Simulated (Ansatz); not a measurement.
# H2S (triplet): one geometry, many settings at distance H1–H2 along a hydrogen transfer = 0.745 Å

Aim: run H2S (triplet) at one geometry under a spread of methods and options, and see what each costs and gives.

The runs use Ansatz 0.2.0, Gaussian basis; the settings change from run to run.

7 further runs of the same task are left out: 7 that didn't finish.

### Step 1. What is computed

The geometry derives from fragments relaxed apart (PBE0/def2-TZVP) and kept rigid, so it is no stationary point. A hydrogen atom is moved between rigid fragments.

3 atoms, charge 0, spin multiplicity 3.

Atoms are counted from 1 here; the program's logs count them from 0.

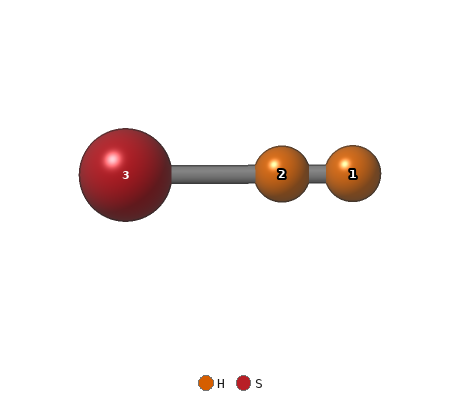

The structure; hydrogen orange, sulfur red; atoms are numbered from 1 in the order of the file.

As a file:

```xyz
3
charge 0, multiplicity 3
H     0.0000    0.0000   -1.0457
H     0.0000    0.0000   -0.3007
S     0.0000    0.0000    1.3463
```

### Step 2. FCI states/STO-3G

Contents of in.yaml:

```yaml
crystal:
  periodic: [false, false, false]
  atoms:
    - {symbol: H, position_ang: [0.000000, 0.000000, -1.045667]}
    - {symbol: H, position_ang: [0.000000, 0.000000, -0.300667]}
    - {symbol: S, position_ang: [0.000000, 0.000000, 1.346333]}
basis:
  gaussian: {orbitals: STO-3G}
magnetization: {spin_polarized: false, initial_magnetization: 2}
correlation: {active_space: {window: {electrons: 8, orbitals: 6}, states: [{multiplicity: 3, weights: [1, 1]}], fixed_orbitals: true}}
```

Launch:

```console
> ansatz run in.yaml --threads 1 --pin off --events-out ev --progress --plain --max-ram 2393MiB
```

Log:

```text
Functional definition: HF
  name "HF"
  cite "Fock, Z. Phys. 61, 126 (1930) doi:10.1007/BF01340294"
  parent pbe
  exchange = exact_x
  correlation = 0
158 factors; integrals over basis functions are off by at most 7.5e-8 eV
mean field evaluation 1: about -10726.5852 eV, gradient 4.7e0 eV
mean field evaluation 2: about -10726.6028 eV, gradient 4.8e0 eV
mean field evaluation 4: about -10726.9534 eV, gradient 4.2e-1 eV
mean field evaluation 8: about -10726.9559 eV, gradient 9.8e-5 eV
mean field evaluation 16: about -10726.5567 eV, gradient 1.4e-2 eV
mean field evaluation 32: about -10726.9555 eV, gradient 1.8e-1 eV
mean field -10726.95585252 eV, -394.2083565883 hartree, gradient 1.4e-6 eV, S^2 2.000000; 9 other end points of the search recorded, 0 dependent functions left out
reference -10726.95585252 eV, -394.2083565883 hartree; 10, 8 occupied and 1, 3 virtual orbitals, 158 factors
state -10727.56744446 eV, -394.2308321776 hartree
state -10727.56536714 eV, -394.2307558372 hartree
Total energy: -10727.56640580 eV, -394.2307940074 hartree
```

It took 0.09 s on 1 thread of Intel Xeon Platinum 8488C, shared host.

### Step 3. CASSCF(4,4)/6-31G*

Contents of in.yaml:

```yaml
crystal:
  periodic: [false, false, false]
  atoms:
    - {symbol: H, position_ang: [0.000000, 0.000000, -1.045667]}
    - {symbol: H, position_ang: [0.000000, 0.000000, -0.300667]}
    - {symbol: S, position_ang: [0.000000, 0.000000, 1.346333]}
basis:
  gaussian: {orbitals: "6-31G*"}
magnetization: {spin_polarized: false, initial_magnetization: 2}
correlation: {active_space: {window: {electrons: 4, orbitals: 4}}}
scf: {lower_state_search: full}
output: {forces: true}
```

Same command.

Log (excerpt; [...] marks lines left out):

```text
Functional definition: HF
  name "HF"
  cite "Fock, Z. Phys. 61, 126 (1930) doi:10.1007/BF01340294"
  parent pbe
[...]
230 factors; integrals over basis functions are off by at most 9.5e-4 eV
[...]
mean field -10845.25623917 eV, -398.5558156109 hartree, gradient 6.1e-6 eV, S^2 2.000000; 13 other end points of the search recorded, 0 dependent functions left out
reference -10845.25623917 eV, -398.5558156109 hartree; 10, 8 occupied and 13, 15 virtual orbitals, 230 factors
state -10845.81003707 eV, -398.5761673084 hartree
[...]
Total energy: -10845.81003707 eV, -398.5761673084 hartree
Atom 0 at     0.000000     0.000000    -1.045667 Å, force    -0.000000    -0.000000    -1.779462 eV/Å
Atom 1 at     0.000000     0.000000    -0.300667 Å, force    -0.000000     0.000000    -1.083957 eV/Å
Atom 2 at     0.000000     0.000000     1.346333 Å, force    -0.000000     0.000000     2.863418 eV/Å
Dipole moment:    -0.000000     0.000000    -0.129630 e Å
```

Run time: 0.48 s. Hardware: 1 thread of Intel Xeon Platinum 8488C, shared host.

From the report: 36 determinants; active occupations 1.98, 1.00, 1.00, 0.02.

### Step 4. BCCD(T) on UHF/def2-SVPD

Contents of in.yaml:

```yaml
crystal:
  periodic: [false, false, false]
  atoms:
    - {symbol: H, position_ang: [0.000000, 0.000000, -1.045667]}
    - {symbol: H, position_ang: [0.000000, 0.000000, -0.300667]}
    - {symbol: S, position_ang: [0.000000, 0.000000, 1.346333]}
basis:
  gaussian: {orbitals: def2-SVPD}
magnetization: {spin_polarized: true, initial_magnetization: 2}
hamiltonian: {pseudopotentials: {relativity: scalar}}
correlation: {method: bccd_t, electrons: all, diis_vectors: 2}
scf: {lower_state_search: light}
output: {forces: true}
```

Launched as before.

Log (excerpt; [...] marks lines left out):

```text
Functional definition: HF
  name "HF"
  cite "Fock, Z. Phys. 61, 126 (1930) doi:10.1007/BF01340294"
  parent pbe
[...]
403 factors; integrals over basis functions are off by at most 1.2e-3 eV
[...]
mean field -10868.95409098 eV, -399.4266956018 hartree, gradient 1.0e-6 eV, S^2 2.021956; 9 other end points of the search recorded, 0 dependent functions left out
determinant -10868.95409098 eV, -399.4266956018 hartree, with singles and doubles -10873.41755008 eV, -399.5907246983 hartree
determinant -10868.05133952 eV, -399.3935200975 hartree, with singles and doubles -10872.48433306 eV, -399.5564296054 hartree
reference -10868.95409098 eV, -399.4266956018 hartree; 10, 8 occupied and 33, 35 virtual orbitals, 403 factors
second order -3.73538477 eV of doubles, -0.00000000 eV of singles
cycle   1  -4.44693373 eV  change   -1.9e-1 eV  update   1.8e-2
[...]
cycle  14  -4.45464459 eV  change    8.4e-9 eV  update   3.6e-7
perturbative correction -0.09840368 eV, -0.0036162684 hartree
[...]
Total energy: -10873.50713925 eV, -399.5940170395 hartree
Relativity: scalar
Atom 0 at     0.000000     0.000000    -1.045667 Å, force     0.000000     0.000000    -2.239552 eV/Å
Atom 1 at     0.000000     0.000000    -0.300667 Å, force    -0.000000    -0.000000     0.191405 eV/Å
Atom 2 at     0.000000     0.000000     1.346333 Å, force    -0.000000     0.000000     2.048146 eV/Å
Dipole moment:     0.000000     0.000000    -0.098984 e Å
```

Run time: 7.5 s. Hardware: 1 thread of Intel Xeon Platinum 8488C, shared host; peak memory 0.25 GiB.

From the report: ⟨S²⟩ of the determinant 2.022 (pure triplet: 2.00); correlation -4.5530 eV; largest double amplitude 0.04.

### Step 5. All runs side by side

```csv
level,correlated,functions,energy (eV),time
FCI states/STO-3G (several states),outside noble gas,11,-10727.5664,0.09 s
"CASSCF(4,4)/6-31G*",,23,-10845.8100,0.48 s
BCCD(T) on UHF/def2-SVPD (relativity set),all,43,-10873.5071,7.5 s
```

### Step 6. Summary of results

| quantity | value |
| --- | --- |
| runs | 3 |
| quickest | FCI states/STO-3G (several states), 0.09 s |
| slowest | BCCD(T) on UHF/def2-SVPD (relativity set), 7.5 s |

Total energies in different bases, with other cores or another treatment of relativity can't be set against each other. BCCD(T) on UHF/def2-SVPD (relativity set) took 84 times as long as FCI states/STO-3G (several states); the jobs differ in more than the method.
